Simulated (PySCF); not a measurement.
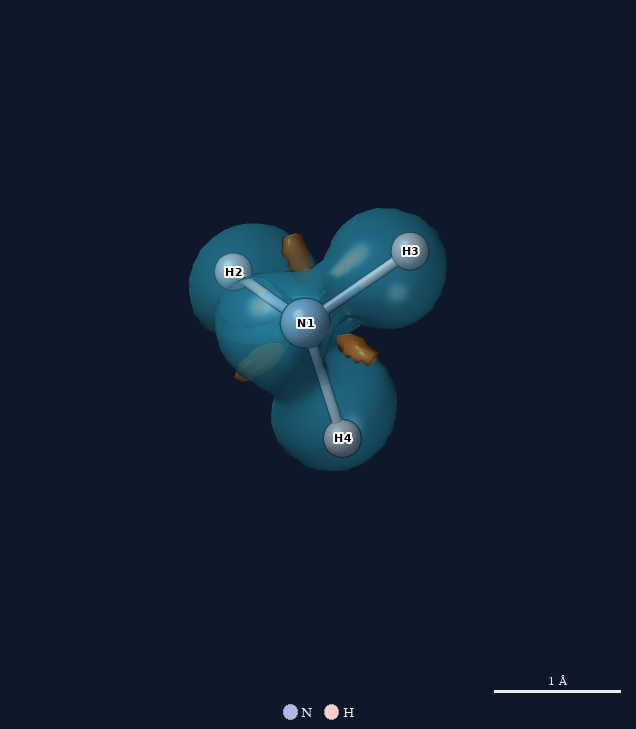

H$_{3}$N, SMILES `N`. Deformation density (molecule less spherical, spin-averaged free atoms at the same positions), surfaces at ±0.1 e/Å³; light blue: gain, orange: loss.

Method: M06-2X/def2-SVPD; geometry: GFN2-xTB; program: PySCF. No frequency check shows the geometry to be a minimum.

> Describe the bonding that the map shows.

N1–H2, N1–H4 and N1–H3: +0.84 e/Å³ at the bond critical point (bond length 1.01 Å). In all, 0.8 electrons gather in the regions of gain relative to the promolecule.

> Where do the Hirshfeld charges lie?

The highest Hirshfeld charge is on H2, H3 and H4 (+0.10 e), the lowest on N1 (−0.31 e).

| atom | charge (e) |
| --- | --- |
| N1 | −0.31 |
| H2 | +0.10 |
| H3 | +0.10 |
| H4 | +0.10 |
